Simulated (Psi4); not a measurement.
**B3LYP/aug-cc-pVDZ run of C2ClFO (SMILES O=C=C(F)Cl)**

Aim: the vertical singlet–triplet gap of C2ClFO at B3LYP/aug-cc-pVDZ, from 2 runs. 

The results are computed with Psi4 1.11.

10 further runs of the same task are left out: 8 that didn't finish, 2 set aside as unsound or not needed.

### Step 1. Starting point

The species is C2ClFO (5 atoms), meant as a singlet with charge 0. As SMILES, `O=C=C(F)Cl`. The shape is that of a GFN2-xTB optimisation.

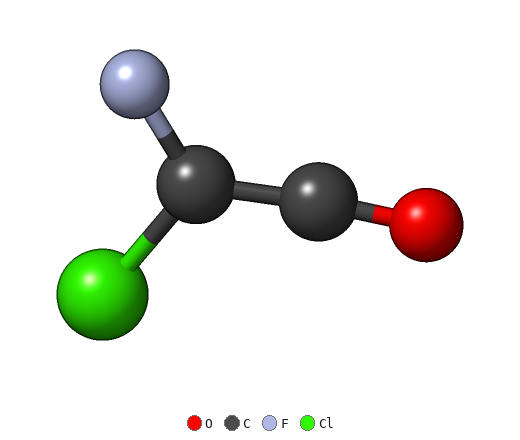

The structure, seen from a chosen angle (oxygen red, carbon dark grey, fluorine light blue, chlorine green).

### Step 2. A single-point energy at B3LYP/aug-cc-pVDZ

Contents of calc.in:

```
memory 1600 mb

molecule {
  0 1
  O     -1.002990    -0.767880     1.590460
  C     -0.386740    -0.413190     0.672780
  C      0.265680     0.078810    -0.343610
  F      1.193360    -0.595910    -1.046840
  Cl    -0.069310     1.698180    -0.872800
  units angstrom
  symmetry c1
}

set {
  puream true
  e_convergence 1e-09
  d_convergence 1e-08
  scf_type pk
  dft_radial_points 99
  dft_spherical_points 590
}

e_tot, wfn = energy("b3lyp/aug-cc-pVDZ", return_wfn=True)
oeprop(wfn, "QUADRUPOLE", "MAYER_INDICES", "LOWDIN_CHARGES", title="B3LYP")
print_variables()
```

Run with:

```bash
$ psi4 -n 1 calc.in calc.out
```

calc.out:

```text
[...]
  Running in c1 symmetry.
[...]
  Nuclear repulsion =  193.684345942116039
[...]
  Multiplicity = 1
[...]
  Nalpha       = 23
  Nbeta        = 23
[...]
    Number of basis functions: 119
[...]
   @RKS iter   1:  -711.30127088142865   -1.25475e-01   4.70190e-03 DIIS/ADIIS
[...]
   @RKS iter  13:  -711.45183149543243   -5.68434e-13   4.66924e-09 DIIS
[...]
    Orbital Energies [Eh]
    ---------------------
    Doubly Occupied:
       1A   -101.594739     2A    -24.764541     3A    -19.251102
       4A    -10.345068     5A    -10.343850     6A     -9.510882
       7A     -7.274097     8A     -7.263819     9A     -7.262770
      10A     -1.274257    11A     -1.158674    12A     -0.913761
      13A     -0.790581    14A     -0.617908    15A     -0.551587
      16A     -0.545531    17A     -0.521705    18A     -0.472862
      19A     -0.472488    20A     -0.440394    21A     -0.379204
      22A     -0.363217    23A     -0.253265
[...]
  @RKS Final Energy:  -711.45183149543243
   => Energetics <=
    Nuclear Repulsion Energy =            193.6843459421160389
    One-Electron Energy =               -1364.0566794885930904
    Two-Electron Energy =                 505.7866146226410820
    DFT Exchange-Correlation Energy =     -46.8661125715965738
    Empirical Dispersion Energy =           0.0000000000000000
    VV10 Nonlocal Energy =                  0.0000000000000000
    Total Energy =                       -711.4518314954324296
[...]
 Multipole Moments:
 ------------------------------------------------------------------------------------
     Multipole            Electronic (a.u.)      Nuclear  (a.u.)        Total (a.u.)
 ------------------------------------------------------------------------------------
 L = 1.  Multiply by 2.5417464519 to convert [e a0] to [Debye]
 Dipole X            :          0.9833379           -1.0128163           -0.0294784
 Dipole Y            :          0.4525043           -0.3692994            0.0832050
 Dipole Z            :         -1.3968697            1.3794283           -0.0174413
 Magnitude           :                                                    0.0899791
 L = 2.  Multiply by 1.3450342976 to convert [e a0^2] to [Debye ang]
 Quadrupole XX       :       -105.5471975           79.4897403          -26.0574572
 Quadrupole XY       :          4.6356357           -5.0852223           -0.4495866
[...]
```

Run time: 69 s. Hardware: 1 thread of Intel Xeon at 2.50GHz (Skylake/Cascade Lake), shared host; peak memory 0.79 GiB.

### Step 3. The triplet: energy and forces at UB3LYP/aug-cc-pVDZ

Contents of c2clfo.xyz:

```xyz
5
C2ClFO
O     -1.002990    -0.767880     1.590460
C     -0.386740    -0.413190     0.672780
C      0.265680     0.078810    -0.343610
F      1.193360    -0.595910    -1.046840
Cl    -0.069310     1.698180    -0.872800
```

Contents of c2clfo.py:

```python
import psi4

psi4.set_memory('1600 MB')
psi4.set_num_threads(1)
psi4.core.set_output_file('psi4.out', False)

with open('c2clfo.xyz') as f:
    atoms = ''.join(f.readlines()[2:])
geom = psi4.geometry('0 3\n' + atoms + 'symmetry c1')

psi4.set_options({
    'basis': 'aug-cc-pVDZ',
    'reference': 'uks',
    'puream': True,
    'e_convergence': 1e-09,
    'd_convergence': 1e-08,
    'scf_type': 'pk',
    'dft_radial_points': 99,
    'dft_spherical_points': 590,
    'maxiter': 200,
})

e_tot, wfn = psi4.gradient('B3LYP', return_wfn=True)
psi4.oeprop(wfn, 'DIPOLE', 'LOWDIN_CHARGES', 'QUADRUPOLE')
print('gradient / Eh bohr^-1')
print(e_tot.np.round(6))
print(f'energy = {wfn.energy():.10f} Eh')
```

Run with:

```bash
$ python c2clfo.py
```

psi4.out (excerpt; [...] marks lines left out):

```text
[...]
  Running in c1 symmetry.
[...]
  Nuclear repulsion =  193.684345942116039
[...]
  Multiplicity = 3
[...]
  Nalpha       = 24
  Nbeta        = 22
[...]
    Number of basis functions: 119
[...]
   @UKS iter   1:  -711.11862620178499    5.71700e-02   5.85533e-03 DIIS/ADIIS
[...]
   @UKS iter  16:  -711.38640955082337   -3.75167e-12   4.98789e-09 DIIS
[...]
   @S^2 Observed:                2.007228131E+00
[...]
  @UKS Final Energy:  -711.38640955082337
   => Energetics <=
    Nuclear Repulsion Energy =            193.6843459421160389
    One-Electron Energy =               -1363.9222403202970781
    Two-Electron Energy =                 505.7305903575817183
    DFT Exchange-Correlation Energy =     -46.8791055302241020
    Empirical Dispersion Energy =           0.0000000000000000
    VV10 Nonlocal Energy =                  0.0000000000000000
    Total Energy =                       -711.3864095508233731
[...]
  -Total Gradient:
     Atom            X                  Y                   Z
    ------   -----------------  -----------------  -----------------
       1        0.043112532507     0.016366891181    -0.058825814235
       2       -0.028072392318     0.015952344255     0.022768714698
       3       -0.002288379626    -0.010368945732     0.009462897424
       4       -0.003695592880    -0.008751293299     0.009010600790
       5       -0.009054329978    -0.013198755788     0.017582742712
[...]
 Multipole Moments:
 ------------------------------------------------------------------------------------
     Multipole            Electronic (a.u.)      Nuclear  (a.u.)        Total (a.u.)
 ------------------------------------------------------------------------------------
 L = 1.  Multiply by 2.5417464519 to convert [e a0] to [Debye]
 Dipole X            :          1.1346063           -1.0128163            0.1217900
 Dipole Y            :          0.6776657           -0.3692994            0.3083663
 Dipole Z            :         -1.6946645            1.3794283           -0.3152362
 Magnitude           :                                                    0.4574892
 L = 2.  Multiply by 1.3450342976 to convert [e a0^2] to [Debye ang]
 Quadrupole XX       :       -105.2910828           79.4897403          -25.8013425
 Quadrupole XY       :          4.7392856           -5.0852223           -0.3459367
[...]
```

The script printed:

```text
gradient / Eh bohr^-1
[[ 0.043113  0.016367 -0.058826]
 [-0.028072  0.015952  0.022769]
 [-0.002288 -0.010369  0.009463]
 [-0.003696 -0.008751  0.009011]
 [-0.009054 -0.013199  0.017583]]
energy = -711.3864095508 Eh
```

Run time: 3.4 min. Hardware: 1 thread of Intel Xeon at 2.50GHz (Skylake/Cascade Lake), shared host; peak memory 0.79 GiB.

### Step 4. Results

Level: B3LYP/aug-cc-pVDZ.

```
                                        quantity          value
                           singlet: total energy  -711.45183 Eh
                          singlet: dipole moment         0.23 D
                            singlet: HOMO energy       -6.89 eV
                            singlet: LUMO energy       -3.04 eV
                          singlet: HOMO–LUMO gap        3.85 eV
                           triplet: total energy  -711.38641 Eh
                          triplet: dipole moment         1.16 D
     triplet: HOMO energy (highest over α and β)       -5.02 eV
      triplet: LUMO energy (lowest over α and β)       -4.75 eV
                                   triplet: ⟨S²⟩          2.007
               triplet: largest force on an atom     3.844 eV/Å
vertical energy of the triplet above the singlet       1.780 eV
```

What this shows: At this shape the triplet lies 1.78 eV (41 kcal/mol) above the singlet.
